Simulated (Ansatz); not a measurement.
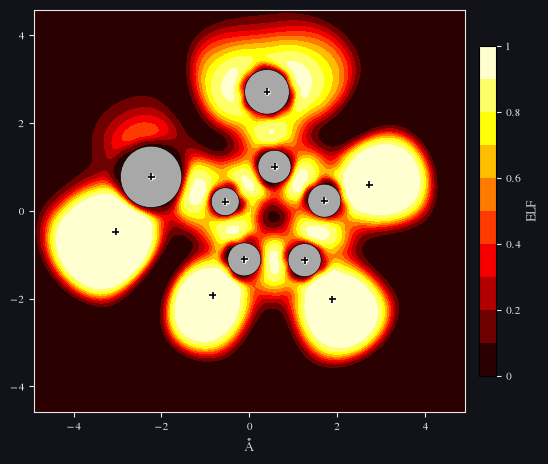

The electron localisation function on a plane through atoms (crosses mark nuclei in the plane; grey discs cover the cores).

Theory: isolated molecule in a Gaussian basis; Kohn-Sham density functional theory, functional PBE0 in Ansatz.

Candidates:
A. H7SbSi2 (SMILES [SiH3][SbH][SiH3])
B. B2GaH2Si (SMILES [BH-]1=[Si]2[GaH][B]12) (charge −1, triplet)
C. C4H6ClNSi (SMILES [SiH3]n1cccc1Cl)

> Which system is this?

Candidate C: C4H6ClNSi on the plane of atoms C2, C3 and H13, which holds C, Cl, N, Si and H. C–C (1.37 Å): the ELF peaks at about 0.95 between the atoms, as expected for localised, covalent bonding. C–N (1.37 Å): the ELF peaks at about 0.90 between the atoms, as expected for a covalent bond.
